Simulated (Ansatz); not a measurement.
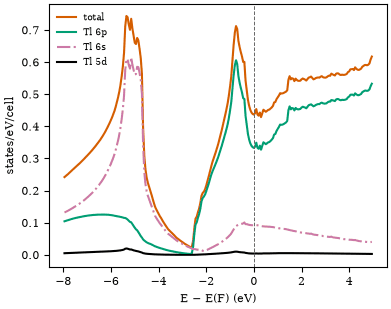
Total and projected density of states of Tl (bcc (W type), Im-3m), DFT-r²SCAN in the program Ansatz with PAW potentials

**Question.** Which orbitals carry the states next to the Fermi level?

**Answer.** Within 0.5 eV of the Fermi level: Tl 6p 78 %, Tl 6s 19 %. Projections are on Löwdin-orthogonalised atomic valence shells; empty p or d shells of many metals are not among them.

**Question.** Where is the tallest occupied peak in this window, and what makes it?

**Answer.** Near -5.3 eV, about 0.74 states/eV per cell; the largest projected share is Tl 6s.

This is a known high-temperature phase of the composition, computed here at zero pressure and temperature. The r²SCAN relaxation kept the symmetry of its start; its stability against distortions is not shown here. Spin–orbit coupling is left out wherever it is not named.

Potentials: the later of the program's two PAW sets.
